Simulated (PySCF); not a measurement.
## Electronic structure of C$_{6}$H$_{13}$Al (SMILES C=[CH][Al]([CH2]C)[CH2]C) in real space

| atom | x (Å) | y (Å) | z (Å) |
| --- | --- | --- | --- |
| Al | 0.0363 | 0.1847 | -0.2198 |
| C | 1.9332 | -0.0150 | 0.2863 |
| C | 2.1670 | -0.7256 | 1.6254 |
| H | 2.4090 | 0.9820 | 0.3037 |
| H | 2.4554 | -0.5686 | -0.5171 |
| H | 3.2389 | -0.8475 | 1.8557 |
| H | 1.7247 | -0.1701 | 2.4694 |
| H | 1.7179 | -1.7325 | 1.6418 |
| C | -0.8436 | 1.9445 | -0.2966 |
| C | -2.3192 | 1.9538 | -0.6961 |
| H | -0.2558 | 2.5863 | -0.9813 |
| H | -0.7095 | 2.4223 | 0.6937 |
| H | -2.7479 | 2.9699 | -0.7190 |
| H | -2.4744 | 1.5183 | -1.6968 |
| H | -2.9359 | 1.3623 | 0.0004 |
| C | -0.9668 | -1.4443 | -0.6300 |
| C | -0.3555 | -2.6390 | -0.7075 |
| H | -2.0486 | -1.4459 | -0.8305 |
| H | 0.7225 | -2.7518 | -0.5303 |
| H | -0.8852 | -3.5699 | -0.9521 |

Geometry: PBE0-D3(BJ)/def2-SVP.

These are results of PySCF, PBE0/pcSseg-1 Al:pcSseg-2, SCF density, gas phase, non-relativistic, not measurements.

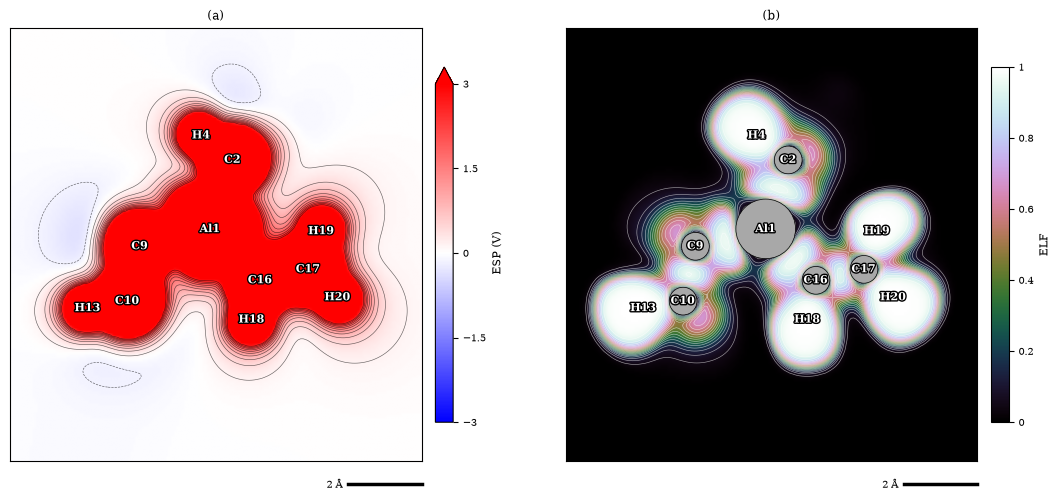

Figure 1. (a) electrostatic potential; (b) electron localisation function on the plane of atoms C9, C10 and H13. Grey discs cover the atomic cores in the ELF map.

**What does the map show?**

- The section cuts through Al, C and H sites.
- C–C (1.34 Å): the ELF peaks at about 0.95 between the atoms; a short, multiple covalent bond.
- C–Al (1.96 Å): the ELF peaks at about 0.95 between the atoms (a shared but strongly polarised pair).
- C–H (1.10 Å): the ELF climbs to about 1 towards the hydrogen, as it does in any bond to H: a covalent bond by its length.
- C–C (1.53 Å): the ELF peaks at about 0.95 between the atoms (localised, covalent bonding).
- Outside the dense part of the molecule the potential is most negative (−0.3 V) near C9.

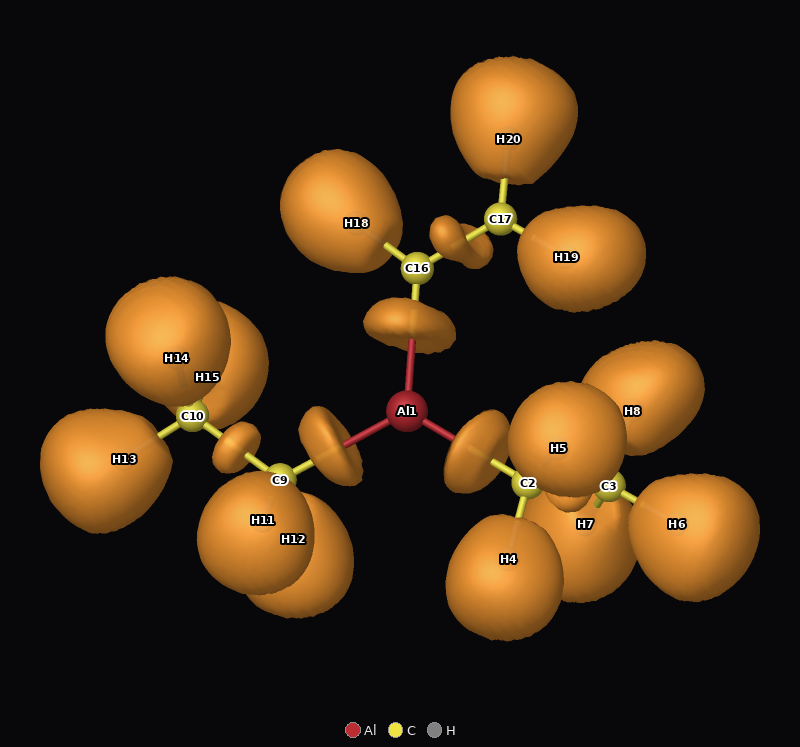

Figure 2. Isosurface of the electron localisation function at 0.85 (orange), seen across its widest extent. Core shells and regions of very low density are left out.

**What do the ELF domains correspond to?**

The ELF exceeds this value in three regions between bonded Al–C atoms (shared pairs), three regions between bonded C–C atoms (shared pairs) and 13 regions around hydrogen nuclei.

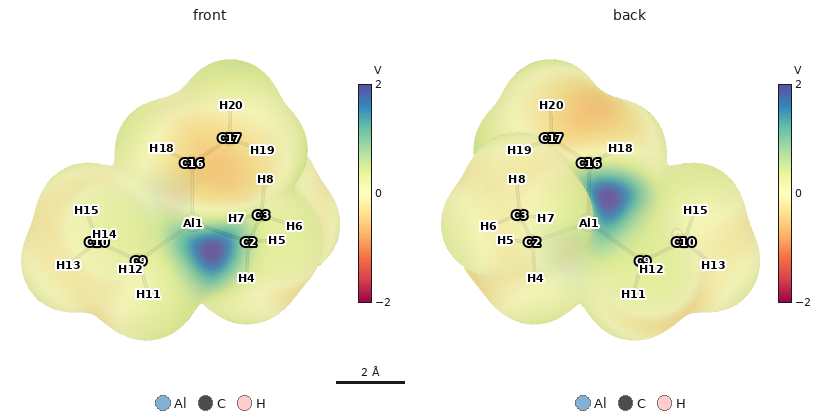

Figure 3. The electrostatic potential painted on the density surface at 0.001 e/bohr³, seen from the front and from behind; red is negative and blue positive.

**Where is the surface potential most negative and most positive?**

The most negative region (about −0.6 V) lies over the π face of C16 and C17, the most positive (about +1.9 V) over Al1.

**What dipole moment does the calculation give?**

Its dipole moment is 0.16 D.
